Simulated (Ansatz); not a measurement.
# BNH (doublet): inputs that go wrong at angle B1–N2–H3 = 155.8°

4 inputs are run for BNH (doublet) as typed; the log has to tell whether the result can be used and what must change.

Computed with Ansatz 0.2.0, Gaussian basis. Level: the settings change from run to run.

15 further runs of the same task are left out: 2 for a known fault of the program, 1 for a mislabelled method, 8 that didn't finish, 4 set aside as unsound or not needed.

**1. What is computed**

The geometry derives from a PBE0/def2-TZVP stationary point (not a proven minimum). One angle is set to the value named; bond lengths are kept.

3 atoms, charge 0, spin multiplicity 2.

Atoms are counted from 1 here; the program's logs count them from 0.

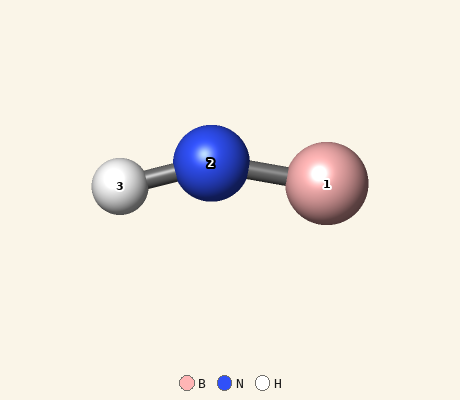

The geometry (boron pink, nitrogen blue, hydrogen white); atoms are numbered from 1 in the order of the file.

**2. Try 1**

in.yaml reads:

```yaml
crystal:
  periodic: [false, false, false]
  atoms:
    - {symbol: B, position_ang: [0.142210, 0.000000, 0.739114]}
    - {symbol: N, position_ang: [-0.116364, 0.000000, -0.467029]}
    - {symbol: H, position_ang: [0.091711, 0.000000, -1.437614]}
basis:
  gaussian: {orbitals: def2-SVP}
magnetization: {spin_polarized: false, initial_magnetization: 1}
correlation: {method: sc_nevpt2, electrons: outside_noble_gas, active_space: {window: {electrons: 2, orbitals: 1}}}
```

The run is started by

```
ansatz run in.yaml --threads 1 --pin off --events-out ev --progress --plain --max-ram 2393MiB
```

Standard output:

```text
Functional definition: HF
  name "HF"
  cite "Fock, Z. Phys. 61, 126 (1930) doi:10.1007/BF01340294"
  parent pbe
  exchange = exact_x
  correlation = 0
341 factors; integrals over basis functions are off by at most 1.0e-3 eV
mean field evaluation 1: about -2162.1263 eV, gradient 3.4e1 eV
mean field evaluation 2: about -2162.1271 eV, gradient 3.4e1 eV
mean field evaluation 4: about -2165.4893 eV, gradient 2.9e0 eV
mean field evaluation 8: about -2165.5564 eV, gradient 1.3e-3 eV
mean field evaluation 16: about -2165.5090 eV, gradient 1.7e0 eV
mean field evaluation 32: about -2163.2347 eV, gradient 2.7e0 eV
mean field -2165.55639240 eV, -79.5827295538 hartree, gradient 1.9e-6 eV, S^2 0.750000; 5 other end points of the search recorded, 0 dependent functions left out
reference -2165.55639240 eV, -79.5827295538 hartree; 7, 6 occupied and 26, 27 virtual orbitals, 341 factors
Error: 2 electrons in 1 orbitals form no window around the highest filled level of the reference
```

Run time: 0.27 s. Hardware: 1 thread of Arm Neoverse V1, shared host.

**Diagnosis.** The run stopped with an error. The active window can't be built from these electrons and orbitals. To mend it, choose counts that fit the spin, the electrons and the basis.

**3. Try 2**

in.yaml reads:

```yaml
crystal:
  periodic: [false, false, false]
  atoms:
    - {symbol: B, position_ang: [0.142210, 0.000000, 0.739114]}
    - {symbol: N, position_ang: [-0.116364, 0.000000, -0.467029]}
    - {symbol: H, position_ang: [0.091711, 0.000000, -1.437614]}
basis:
  gaussian: {orbitals: 6-31G}
magnetization: {spin_polarized: false, initial_magnetization: 1}
correlation: {active_space: {window: {electrons: 3, orbitals: 3}, states: [{multiplicity: 2, irrep: 12, weights: [1]}]}}
```

Same command.

Standard output:

```text
Functional definition: HF
  name "HF"
  cite "Fock, Z. Phys. 61, 126 (1930) doi:10.1007/BF01340294"
  parent pbe
  exchange = exact_x
  correlation = 0
the irreps are read with x along [1.000, -0.000, 0.000], y along [0.000, 0.000, -1.000] and z along [0.000, 1.000, 0.000] of the geometry given
453 factors; integrals over basis functions are off by at most 7.6e-8 eV
mean field evaluation 1: about -2163.0474 eV, gradient 3.3e1 eV
mean field evaluation 2: about -2163.0504 eV, gradient 3.3e1 eV
mean field evaluation 4: about -2166.3151 eV, gradient 2.8e0 eV
mean field evaluation 8: about -2166.3805 eV, gradient 1.5e-3 eV
mean field evaluation 16: about -2166.3365 eV, gradient 1.5e0 eV
mean field evaluation 32: about -2164.0985 eV, gradient 1.5e0 eV
mean field -2166.38052657 eV, -79.6130159261 hartree, gradient 3.0e-6 eV, S^2 0.750000; 6 other end points of the search recorded, 0 dependent functions left out
reference -2166.38052657 eV, -79.6130159261 hartree; 7, 6 occupied and 13, 14 virtual orbitals, 453 factors
Error: the irrep 12 is not accepted for these orbitals, which take A', A'', or 1 to 2
```

Run time: 0.24 s. Hardware: 1 thread of Arm Neoverse V1, shared host.

Diagnosis: The run stopped with an error. The symmetry label isn't in the molecule's group. To mend it, name an irrep that the log lists.

**4. Try 3**

in.yaml reads:

```yaml
crystal:
  periodic: [false, false, false]
  atoms:
    - {symbol: B, position_ang: [0.142210, 0.000000, 0.739114]}
    - {symbol: N, position_ang: [-0.116364, 0.000000, -0.467029]}
    - {symbol: H, position_ang: [0.091711, 0.000000, -1.437614]}
basis:
  gaussian: {orbitals: 6-31G}
magnetization: {spin_polarized: true, initial_magnetization: 2}
correlation: {method: bccd_t, electrons: all}
```

Same command.

Standard output:

```text
Error: a molecule whose nuclei and cores have a total charge of 13 cannot have a net charge of 0 together with 2 unpaired electrons
```

Wall time 0.03 s (1 thread of Arm Neoverse V1, shared host).

What is wrong: The run was refused. The number of unpaired electrons doesn't fit the electron count. Cure: make charge and initial_magnetization agree.

**5. Try 4**

in.yaml reads:

```yaml
crystal:
  periodic: [false, false, false]
  atoms:
    - {symbol: B, position_ang: [0.142210, 0.000000, 0.739114]}
    - {symbol: N, position_ang: [-0.116364, 0.000000, -0.467029]}
    - {symbol: H, position_ang: [0.091711, 0.000000, -1.437614]}
basis:
  gaussian: {orbitals: def2-TZVPP}
magnetization: {spin_polarized: false, initial_magnetization: 1}
correlation: {method: ccsdtq, electrons: all}
accuracy: high
scf: {lower_state_search: full}
```

Launched as before.

Standard output:

```text
Functional definition: HF
  name "HF"
  cite "Fock, Z. Phys. 61, 126 (1930) doi:10.1007/BF01340294"
  parent pbe
  exchange = exact_x
  correlation = 0
1128 factors; integrals over basis functions are off by at most 3.6e-9 eV
mean field evaluation 1: about -2164.1545 eV, gradient 3.9e1 eV
mean field evaluation 2: about -2164.1563 eV, gradient 3.9e1 eV
mean field evaluation 4: about -2167.9898 eV, gradient 3.6e0 eV
mean field evaluation 8: about -2168.0871 eV, gradient 1.2e-1 eV
mean field evaluation 16: about -2165.6596 eV, gradient 3.1e1 eV
mean field evaluation 32: about -2165.8939 eV, gradient 2.7e0 eV
mean field evaluation 64: about -2165.9406 eV, gradient 1.1e0 eV
mean field evaluation 96: about -2165.9557 eV, gradient 2.8e-1 eV
mean field evaluation 128: about -2165.9563 eV, gradient 1.7e-8 eV
mean field evaluation 160: about -2165.9550 eV, gradient 6.0e-1 eV
mean field -2168.08735393 eV, -79.6757406747 hartree, gradient 3.6e-8 eV, S^2 0.750000; 11 other end points of the search recorded, 0 dependent functions left out
mean field evaluation 192: about -2166.0405 eV, gradient 2.2e1 eV
mean field evaluation 224: about -2166.0693 eV, gradient 2.6e-4 eV
determinant -2168.08735393 eV, -79.6757406747 hartree, with singles and doubles -2176.82451623 eV, -79.9968254667 hartree
determinant -2165.95632032 eV, -79.5974266340 hartree, with singles and doubles -2174.22761506 eV, -79.9013911092 hartree
reference -2168.08735393 eV, -79.6757406747 hartree; 7, 6 occupied and 69, 70 virtual orbitals, 1128 factors
Error: with its amplitudes the run needs 71.80 GiB of memory by its plan, which may be too low or too high, and 2.33 GiB are given
refused for memory
```

It took 7 s on 1 thread of Arm Neoverse V1, shared host.

**Diagnosis.** The run was refused for memory. The method is too large for the memory allowed. To mend it, freeze cores, shrink the basis or take a lower level.

**6. Summary**

| try | level | ended | cause | time |
| --- | --- | --- | --- | --- |
| 1 | NEVPT2(2,1)/def2-SVP | stopped by an error | the active window can't be built from these electrons and orbitals | 0.27 s |
| 2 | CASSCF(3,3)/6-31G | stopped by an error | the symmetry label isn't in the molecule's group | 0.24 s |
| 3 | BCCD(T) on UHF/6-31G | refused | the number of unpaired electrons doesn't fit the electron count | 0.03 s |
| 4 | CCSDTQ on ROHF/def2-TZVPP | out of memory | the method is too large for the memory allowed | 7 s |

2 stopped by an error, 1 refused, 1 out of memory.
